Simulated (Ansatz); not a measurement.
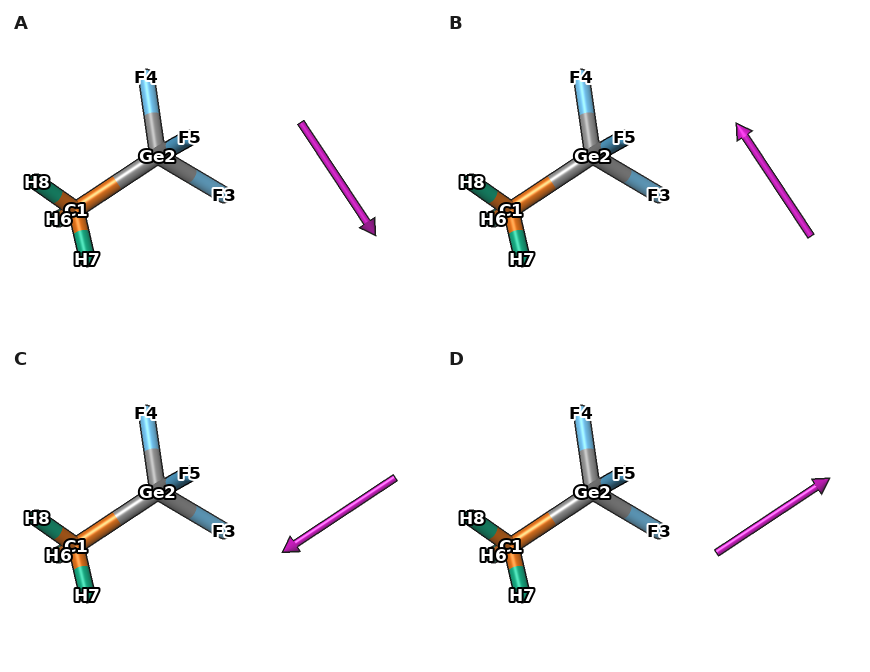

The same molecule four times, each with an arrow. The geometry was computed by an optimisation with PBE-D4/def2-SVP. No frequency run is at hand to confirm it as a minimum. Properties computed with RKS PBE-D4/def2-SVP (Ansatz 0.2.0).

**Which arrow points along the dipole moment, from the negative to the positive end?**

C. The dipole moment is 3.55 D; it points from the side of F3, F4, F5 to the side of H6, H7, H8 (the outermost atoms at the two ends).
